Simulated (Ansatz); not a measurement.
# The gap of SiGe (zincblende [001] superlattice): a ladder of methods and an error budget, part 2 of 2

Aim: a best estimate of the quasiparticle gap of SiGe (zincblende [001] superlattice), with each correction and its cost laid out.

Ansatz 0.2.0; density functionals, hybrids, G0W0, plane waves, PAW. Known limits of the many-body steps: not at the basis limit; no spin-orbit coupling; coarse k mesh.

So far. Step 3 (LDA+SOC): The gap stands −0.06 eV against LDA. Step 4 (HSE06): The gap stands +0.63 eV against LDA.

## Step 5: G0W0, 6×6×2 mesh, 213 empty bands, screening to 52 eV, PAW set soft_1 files

G0W0 replaces the xc potential by the self-energy, built once from these orbitals. Only a window of levels is corrected, while the sums run over the empty bands that the input names. This step takes PAW set soft_1 files.

This step: G0W0 on LDA, plane waves, PAW; PAW set soft_1.

input.yaml

```yaml
crystal:
  lattice:
    - [3.8966576556, 0.0, 0.0]
    - [0.0, 3.8985635496, 0.0]
    - [0.0, 0.0, 16.4743997025]
  atoms:
    - { symbol: Si, position: [0.0, 0.0, 0.0403780229] }
    - { symbol: Si, position: [0.5, 0.0, 0.1205678016] }
    - { symbol: Si, position: [0.5, 0.5, 0.201065547] }
    - { symbol: Si, position: [0.0, 0.5, 0.2815963201] }
    - { symbol: Si, position: [0.0, 0.0, 0.3620938912] }
    - { symbol: Si, position: [0.5, 0.0, 0.4422847184] }
    - { symbol: Ge, position: [0.5, 0.5, 0.5253316007] }
    - { symbol: Ge, position: [0.0, 0.5, 0.6119439002] }
    - { symbol: Ge, position: [0.0, 0.0, 0.6981655981] }
    - { symbol: Ge, position: [0.5, 0.0, 0.7845010324] }
    - { symbol: Ge, position: [0.5, 0.5, 0.8707229018] }
    - { symbol: Ge, position: [0.0, 0.5, 0.9573336155] }
kpoints:
  mp_grid: { grid: [6, 6, 2] }
hamiltonian:
  xc: lda
  pseudopotentials: { kind: paw, azcp: { folder: soft_1 }, xc_functional: pbe }
scf:
  occupations: { method: fixed }
gw:
  n_empty_bands: 213
  ecut_chi: 52
  qp_bands: [v4, c4]
  qp_kpoints: band_edges
  screening: { model: contour_deformation }
```

The run is started by

```bash
$ ansatz run input.yaml --threads 3 --pin off --max-ram 92160MiB --backend cuda --events-out ev --progress --plain --runs-dir out --devices 1 --max-vram 13GiB
```

Numbers of over 12 decimals in the logs are rounded to 6 here.

The program printed:

```text
[...]
GPUs: using 1 of 1 available (devices: 1).
[...]
GPU FFT provider: cuFFT
GPU libraries: cuBLAS 13.8.2, cuFFT 12.4.0, cuSOLVER 12.3.4
Crystal: 12 atoms, lattice volume = 250.269 Å³
Basis set: ecut = 420 eV, 4943 PW (Γ)
Bands: 66, of which v1, the nominal top of the filled ones, is band 54 counted from 1 (53 counted from 0)
Symmetry: 8 space group operations
[...]
k-points: 32 of 72
[...]
0    58      8.3062    -7.3746    -3.4927   -11.3422  0.7700     8.7751     8.7811  root
[...]
30    55      7.9802    -6.9714    -3.4541   -10.8768  0.7706     8.4263     8.4315  root
    30    56      7.9802    -6.9714    -3.4541   -10.8768  0.7706     8.4263     8.4315  root
    30    57      8.1892    -6.8372    -3.5187   -10.7757  0.7704     8.6039     8.6089  root
    30    58      8.1892    -6.8372    -3.5187   -10.7757  0.7704     8.6039     8.6089  root
[key lines of the parts left out:]
SCF converged after 12 iterations
Free energy (F): -28946.090709 eV
Fermi energy:    7.534683 eV
```

Elapsed: 74 s, on 1 × NVIDIA H100 80GB HBM3 (shared by 6 runs) with 3 threads of AMD EPYC 7R13 (Zen 3), shared host; peak memory 2.1 GiB.

Numbers from this step:

```yaml
bands_summed: 267
rpa_eps_infinity_on_this_mesh_eigenvalues: 16.36, 20.61, 20.87
plane_waves_in_the_screening_matrix: 223
g0w0_gap_on_the_mesh: 0.3282 eV
k_of_the_valence_top: 0, 0, 0
k_of_the_conduction_bottom: 0, 0, -0.5
starting_gap_on_the_mesh: 0.1242 eV
least_direct_g0w0_gap_on_the_computed_points: 0.3500 eV
```

The gap on the mesh goes from 0.12 eV to 0.33 eV, a correction of +0.20 eV. Between the two edge states, bare exchange in place of the xc potential would open the gap by 4.66 eV, and correlation takes back 4.46 eV.

## Step 6: G0W0, 6×6×2 mesh, 842 empty bands, screening to 130 eV, PAW set soft_1 files

Bands and screening cutoff are moved together, since each hides the error of the other.

input.yaml: that of step 5 with these lines changed.

```diff
@@ -26,4 +26,4 @@
 gw:
-  n_empty_bands: 213
-  ecut_chi: 52
+  n_empty_bands: 842
+  ecut_chi: 130.0
   qp_bands: [v4, c4]
```

The program printed:

```text
[...]
GPUs: using 1 of 1 available (devices: 1).
[...]
GPU FFT provider: cuFFT
GPU libraries: cuBLAS 13.8.2, cuFFT 12.4.0, cuSOLVER 12.3.4
Crystal: 12 atoms, lattice volume = 250.269 Å³
Basis set: ecut = 420 eV, 4943 PW (Γ)
Bands: 66, of which v1, the nominal top of the filled ones, is band 54 counted from 1 (53 counted from 0)
Symmetry: 8 space group operations
[...]
k-points: 32 of 72
[...]
GPU buffer pool allocated for 87480 grid points (all kernels)
[...]
SCF iter   1: F=—  HF=-28948.797670 eV  |F-HF|=—  |Δ(HF+E_count)|=         —  Δρ=4.25e-2  dr2=3.11e1  ethr=3.10e-3  ⟨swp⟩=5.2  Hψ=7224  notcnv=0  defer=259
[...]
SCF iter  12: F=-28946.090709 eV  HF=-28946.090709 eV  |F-HF|=9.94e-9  |Δ(HF+E_count)|=   5.60e-9  Δρ=3.43e-6  dr2=3.53e-8  ethr=9.26e-11  ⟨swp⟩=13.2  Hψ=9227  notcnv=0
SCF 1 converged in 12 iterations: F = -28946.090709 eV  dr2 = 3.53e-8
[...]
G₀W₀ screening: q 1/32
[... further progress lines ...]
SCF converged after 12 iterations
Free energy (F): -28946.090709 eV
[...]
Internal energy: -28946.090709 eV  (E = F + TS)
E sigma→0 (E₀):  -28946.090709 eV
Fermi energy:    7.534683 eV
[...]
--- Band table (eV; the first three rows and the last of 32) ---
  k-point 0: bands = [... 50 lower, 6.2408, 7.4554, 7.5158, 7.5347, 7.6797, 7.7436, 8.1916, 8.3062, ... 8 higher]
  k-point 1: bands = [... 50 lower, 6.8369, 6.8463, 7.1927, 7.2151, 7.6588, 7.7134, 8.3218, 8.4909, ... 8 higher]
  k-point 2: bands = [... 50 lower, 6.3832, 6.4608, 6.5465, 7.4006, 8.0422, 8.6383, 8.9786, 9.3290, ... 8 higher]
  k-point 31: bands = [... 50 lower, 4.1537, 4.1537, 4.1731, 4.1731, 8.5040, 8.5040, 8.6711, 8.6711, ... 8 higher]
[...]
0    51      6.2408   -14.7809     0.9831   -13.5016  0.7494     5.9499     5.9446  root
     0    52      7.4554   -14.6072     0.3271   -14.0284  0.7588     7.2096     7.2036  root
     0    53      7.5158   -15.1835     0.5120   -14.4026  0.7592     7.2528     7.2469  root
     0    54      7.5347   -15.1506     0.4930   -14.3949  0.7601     7.2779     7.2720  root
     0    55      7.6797    -6.5816    -3.7423   -10.5034  0.7612     7.8517     7.8591  root
     0    56      7.7436    -6.9057    -3.6409   -10.7104  0.7591     7.8987     7.9074  root
     0    57      8.1916    -7.1711    -3.7839   -11.1425  0.7668     8.3714     8.3791  root
     0    58      8.3062    -7.3746    -3.7734   -11.3422  0.7683     8.4931     8.5004  root
     1    51      6.8369   -14.6820     0.7682   -13.6140  0.7510     6.5424     6.5370  root
     1    52      6.8463   -14.6906     0.7720   -13.6161  0.7502     6.5491     6.5437  root
     1    53      7.1927   -14.9268     0.5204   -14.1547  0.7587     6.9469     6.9410  root
     1    54      7.2151   -14.8797     0.4916   -14.1467  0.7602     6.9797     6.9737  root
     1    55      7.6588    -6.6430    -3.7277   -10.5496  0.7622     7.8297     7.8377  root
     1    56      7.7134    -6.6884    -3.7069   -10.5705  0.7616     7.8806     7.8886  root
     1    57      8.3218    -6.9945    -3.8526   -11.0485  0.7626     8.5158     8.5232  root
     1    58      8.4909    -7.1162    -3.8488   -11.1606  0.7652     8.6791     8.6865  root
     2    51      6.3832   -14.5962     0.7243   -13.6111  0.7493     6.1280     6.1224  root
     2    52      6.4608   -14.7792     0.7008   -13.8189  0.7523     6.2069     6.2012  root
     2    53      6.5465   -14.4183     0.6809   -13.4671  0.7517     6.2819     6.2762  root
     2    54      7.4006   -15.2131     0.5510   -14.3990  0.7595     7.1434     7.1375  root
     2    55      8.0422    -6.4386    -3.8696   -10.4944  0.7605     8.2212     8.2284  root
     2    56      8.6383    -7.0219    -3.9375   -11.1598  0.7559     8.8297     8.8387  root
     2    57      8.9786    -7.7389    -3.9027   -11.8497  0.7672     9.1802     9.1869  root
     2    58      9.3290   -10.3325    -3.8748   -14.6060  0.7594     9.7222     9.7278  root
[...]
30    51      4.4297   -14.9663     1.8636   -12.7381  0.7219     4.0690     4.0651  root
    30    52      4.4297   -14.9663     1.8636   -12.7381  0.7219     4.0690     4.0651  root
    30    53      4.4646   -15.0247     1.8002   -12.8679  0.7250     4.1120     4.1081  root
    30    54      4.4646   -15.0247     1.8002   -12.8679  0.7250     4.1120     4.1081  root
    30    55      7.9802    -6.9714    -3.7236   -10.8768  0.7689     8.1540     8.1621  root
    30    56      7.9802    -6.9714    -3.7236   -10.8768  0.7689     8.1540     8.1621  root
    30    57      8.1892    -6.8372    -3.7713   -10.7757  0.7686     8.3467     8.3563  root
    30    58      8.1892    -6.8372    -3.7713   -10.7757  0.7686     8.3467     8.3563  root
```

The job ended after 7.6 min (1 × NVIDIA H100 80GB HBM3 (shared by 6 runs) with 3 threads; peak memory 7.6 GiB).

This step gave:

- bands summed: 896
- RPA ε∞ on this mesh (eigenvalues): 15.95, 20.13, 20.37
- plane waves in the screening matrix: 851
- q-points in the mesh: 72
- G0W0 gap on the mesh: 0.5657 eV
- k of the valence top: 0, 0, 0
- k of the conduction bottom: 0, 0, -0.5
- starting gap on the mesh: 0.1242 eV
- Z at the valence top: 0.7601
- Z at the conduction bottom: 0.7622
- least direct G0W0 gap on the computed points: 0.5871 eV

Against the run with 6×6×2 mesh, 213 empty bands, screening to 52 eV, PAW set soft_1 files, the gap moves by +0.24 eV.

Limits: finite bands, cutoff and mesh; no spin-orbit coupling; coarse k mesh. v1 is the top filled band, c1 the lowest empty one. The levels before and after the correction (eV, zero at the valence-band top of each column):

```
           conduction bottom  valence top
Kohn-Sham               0.12         0.00
     G0W0               0.57         0.00
```

```
                   level  occupation  energy (eV)
Kohn-Sham           Γ v3           2       -0.079
Kohn-Sham           Γ v2           2       -0.019
Kohn-Sham           Γ v1           2        0.000
Kohn-Sham           Γ c1           0        0.145
Kohn-Sham           Γ c2           0        0.209
Kohn-Sham           Γ c3           0        0.657
Kohn-Sham  (0 0 -0.5) v3           2       -0.688
Kohn-Sham  (0 0 -0.5) v2           2       -0.342
Kohn-Sham  (0 0 -0.5) v1           2       -0.320
Kohn-Sham  (0 0 -0.5) c1           0        0.124
Kohn-Sham  (0 0 -0.5) c2           0        0.179
Kohn-Sham  (0 0 -0.5) c3           0        0.787
     G0W0           Γ v3           2       -0.068
     G0W0           Γ v2           2       -0.025
     G0W0           Γ v1           2        0.000
     G0W0           Γ c1           0        0.587
     G0W0           Γ c2           0        0.635
     G0W0           Γ c3           0        1.107
     G0W0  (0 0 -0.5) v3           2       -0.728
     G0W0  (0 0 -0.5) v2           2       -0.331
     G0W0  (0 0 -0.5) v1           2       -0.298
     G0W0  (0 0 -0.5) c1           0        0.566
     G0W0  (0 0 -0.5) c2           0        0.617
     G0W0  (0 0 -0.5) c3           0        1.251
```

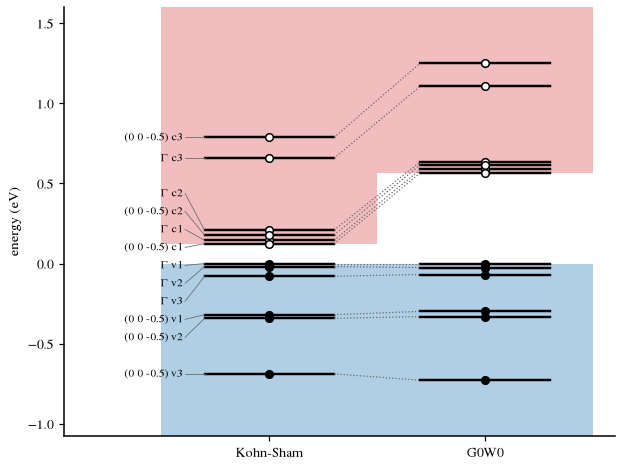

Levels before and after the correction. Shaded: valence and conduction bands. Filled marks are occupied levels, open marks empty ones.

How the two edges are built up, in eV (the quasiparticle level is the starting level plus Σx plus Σc less Vxc):

```
      run               edge  start      Σx     Σc     Vxc     Z    QP
267 bands        valence top   7.53  -15.15   0.99  -14.39  0.76  7.77
267 bands  conduction bottom   7.66   -6.64  -3.47  -10.55  0.76  8.10
896 bands        valence top   7.53  -15.15   0.49  -14.39  0.76  7.27
896 bands  conduction bottom   7.66   -6.64  -3.73  -10.55  0.76  7.84
```

## Step 7: The ladder

Times are wall times on 1 × NVIDIA H100 80GB HBM3 (shared by 6 runs) with 3 threads of AMD EPYC 7R13 (Zen 3), shared host, good to a factor of about two. G0W0 rows are gaps on the mesh, lowered by the amount that the mesh misses the start's edges, a rough step that assumes the same correction there.

```
                     level  gap (eV)  least direct gap (eV)     time
                       LDA      0.13                   0.15     10 s
                   LDA+SOC      0.07                   0.09     13 s
                     HSE06      0.75                   0.78     49 s
G0W0@LDA (213 empty bands)      0.33                      -     74 s
G0W0@LDA (842 empty bands)      0.57                      -  7.6 min
```

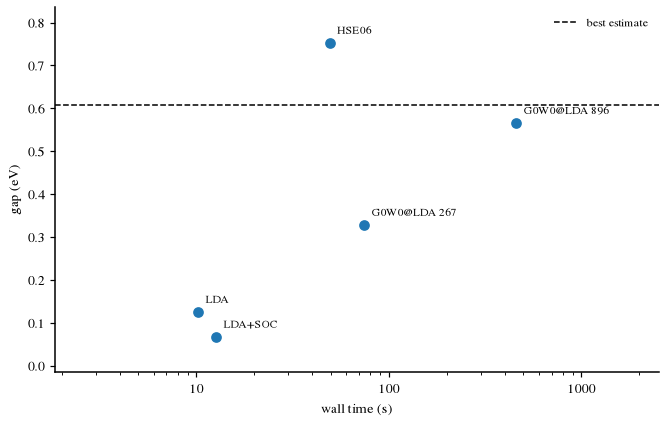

Result against wall time.

## Step 8: Adding up the best estimate

```
                                                                   term      eV  running total (eV)
                                             G0W0 on the mesh, top rung   0.566               0.566
to the limit, by a line in one over the bands through the two top rungs  +0.101               0.667
                                            spin-orbit change, from LDA  −0.058               0.608
```

## Step 9: Summary of results

```yaml
lda_gap: 0.13 eV, indirect (only 21 meV under the direct gap)
hse06: 0.75 eV
g0w0_top_rung_on_the_mesh: 0.57 eV
best_estimate_g0w0_lda_with_spin_orbit_change: 0.61 eV
gw_settings_of_the_top_rung: 6×6×2 mesh, 842 empty bands, screening to 130 eV, PAW set soft_1 files
known_limits: one-shot GW, static lattice; one k mesh, untested; coarse k mesh
```

**Reading.** The best estimate for G0W0@LDA is 0.61 eV, indirect (only 21 meV under the direct gap) by LDA+SOC, against 0.07 eV at the start (both with spin-orbit coupling). The limit rests on the two highest rungs, unchecked by another pair. Among the functionals HSE06 comes nearest: +0.09 eV from the estimate without its spin-orbit term (0.67 eV). All runs took 10 min, 88 % of it in G0W0. The 6×6×2 mesh is coarse for this cell (its supercell is 23 Å along the shortest edge). The RPA ε∞ on it, from the LDA start, is 15.95, 20.13 and 20.37; such meshes misread the long-range screening, most where the gap is narrow.

[Paths, hosts, dates, memory and timing lines, banners, echoed tables and standing remarks are left out of the program output.]

[Logs are printed without paths, hosts, clocks, repeated set-up lines and the standing remarks that a program may print on its own settings, such as how far it seeks lower states.]

[Runs of the session that timed out or met a known fault of the program may be left out.]

[Cells called generated may have been cut or substituted from an entry of the Crystallography Open Database or the Materials Project.]

[Hosts, paths, dates, database ids (printed as entryN), source tags and the programs' standing remarks are cut or masked in the printed files.]
